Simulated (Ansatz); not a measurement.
**AgF (SMILES [F][Ag]) (triplet): density, localisation and related maps**

Input

```
crystal:
  periodic: [false, false, false]
  atoms:
    - {symbol: Ag, position_ang: [0.000000, 0.000000, -1.008957]}
    - {symbol: F, position_ang: [0.000000, 0.000000, 1.008957]}
basis:
  gaussian:
    orbitals: def2-TZVPD
hamiltonian:
  xc: {name: PBE0}
magnetization:
  spin_polarized: true
  initial_magnetization: 2
output:
  forces: true
  orbitals: {seedname: orbitals}
```

Command:

```sh
ansatz run input.yaml --threads 1 --pin off --max-ram 2610MiB --events-out events.jsonl --progress --plain --runs-dir runs
```

Geometry: B3LYP-D3(BJ)/def2-SVP; core potentials replace the inner electrons of Ag.

These are results of isolated molecule in a Gaussian basis; Kohn-Sham density functional theory, functional PBE0 (Ansatz), not measurements.

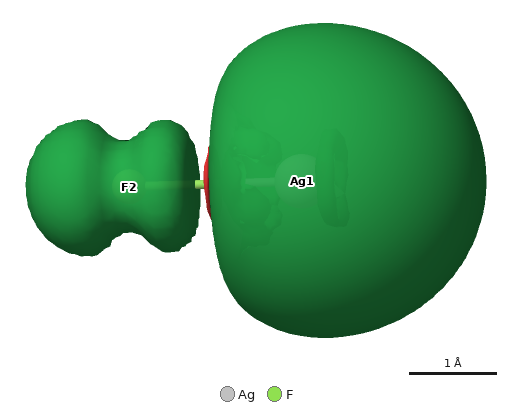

Figure 1. Isosurfaces of the spin density at +0.015 (green) and −0.015 e/Å³ (red), seen from one side.

**Describe the spin distribution.**

The unpaired spin (2 electrons) lies mostly on Ag1 (about 1.5) and F2 (about 0.5), in electrons by Hirshfeld's partition.

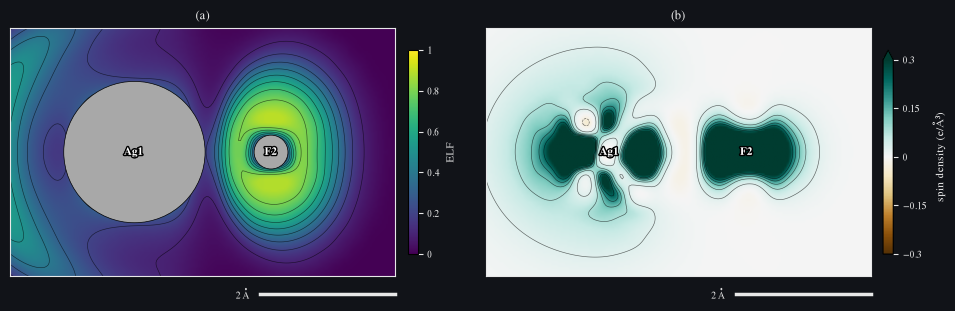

Figure 2. (a) electron localisation function; (b) spin density on a plane that holds the molecular axis. Grey discs cover the atomic cores in the ELF map.

**What does the map show?**

The section cuts through Ag and F sites.
Ag–F (2.02 Å): the ELF peaks at about 0.80 in the valence shell of F, 0.5 Å from its nucleus, and drops to about 0.20 between the two atoms.

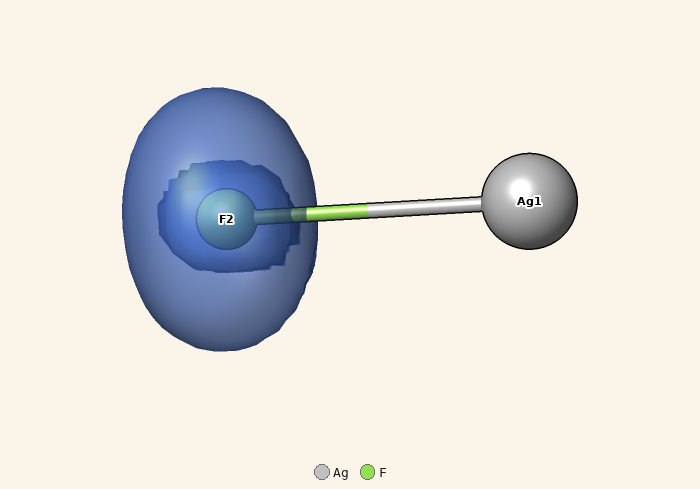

Figure 3. Isosurface of the electron localisation function at 0.75 (blue), seen from one side. Core shells and regions of very low density are left out.

**Where are the electrons localised?**

The surface consists of one region wrapped around F (its valence shell).

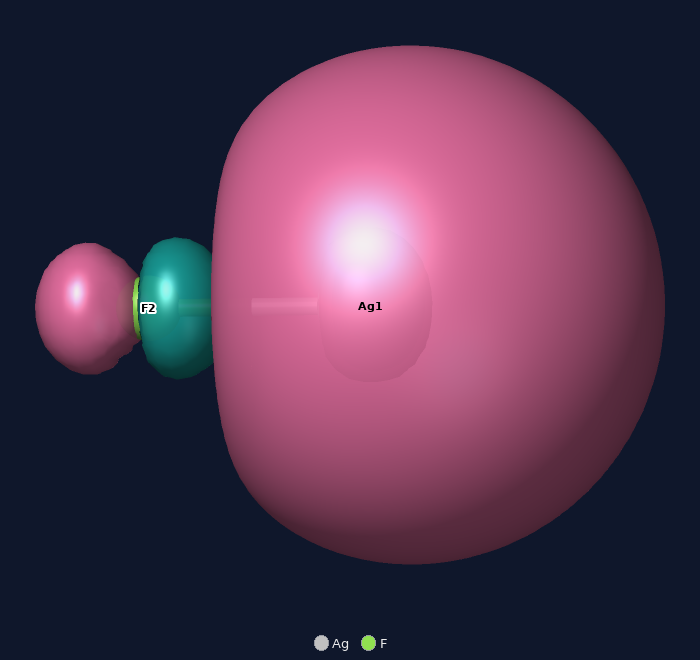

Figure 4. The HOMO (α) at ±0.06 Å⁻³ᐟ² (teal and pink are the two phases), seen from one side.

**Where does this orbital lie, and at what energy?**

Its weight (Hirshfeld) is mainly on Ag1 (about 95 %); it is of σ type. Its energy is −5.89 eV.
